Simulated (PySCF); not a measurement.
Si(Me)(Cl)3, CH3Cl3Si, SMILES C[Si](Cl)(Cl)Cl at its B3LYP/def2-SVP optimised geometry (Å):

```
8

C     -0.8080     0.6019     0.0000
Si    -0.1582    -1.1382     0.0000
Cl     1.9091    -1.1382     0.0000
Cl    -0.8126    -2.1547     1.6769
Cl    -0.8120    -2.1545    -1.6772
H     -0.4563     1.1382    -0.8951
H     -1.9091     0.5958    -0.0002
H     -0.4567     1.1381     0.8953
```

Computed with PySCF with B3LYP/def2-TZVP. Cells within 0.4 Å of a nucleus heavier than hydrogen are left out (blank, or x).

Map of the log10 of the electron density (e/bohr³), floored at −4 on the plane z = 0.0 Å:

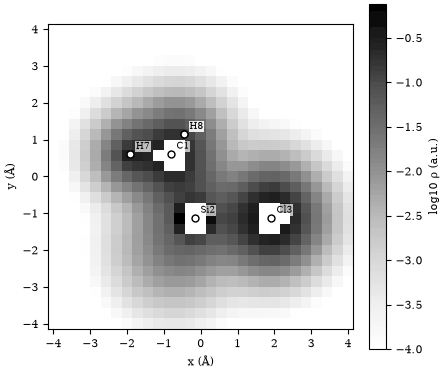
Fig. 1. Log10 of the electron density (e/bohr³), floored at −4 on the plane z = 0.0 Å.
